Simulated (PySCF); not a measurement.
SMILES s1ccc(c1)[SiH2]c1ccccc1 at its GFN2-xTB optimised geometry (Å):

```
22

C     -3.1618     0.0124    -0.0119
C     -2.4782    -1.1914    -0.0080
C     -1.0947    -1.2014    -0.0013
C     -0.3654    -0.0173     0.0000
Si     1.5207    -0.0173     0.0000
C      2.1089     0.9561    -1.4967
C      3.4551     1.3678    -1.6981
C      3.6420     2.0506    -2.8516
S      2.1787     2.2187    -3.7432
C      1.3195     1.3533    -2.5316
C     -1.0708     1.1835     0.0000
C     -2.4534     1.2027    -0.0066
H     -4.2421     0.0237    -0.0188
H     -3.0255    -2.1234    -0.0105
H     -0.5693    -2.1460     0.0021
H      2.0274     0.6342     1.2169
H      2.0218    -1.3961    -0.0746
H      4.2421     1.1546    -0.9971
H      4.5462     2.4721    -3.2440
H      0.2672     1.1892    -2.6557
H     -0.5252     2.1173     0.0025
H     -2.9811     2.1460    -0.0087
```

Computed with PBE0/def2-SVP in PySCF. Cells within 0.4 Å of a nucleus heavier than hydrogen are left out (blank, or x).

Map of the deformation density (molecule minus spherical neutral atoms) (e/bohr³) on the plane z = 0.0 Å:

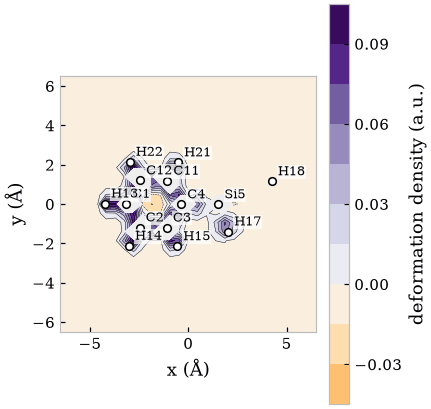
Figure: Deformation density (molecule minus spherical neutral atoms) (e/bohr³) on the plane z = 0.0 Å.
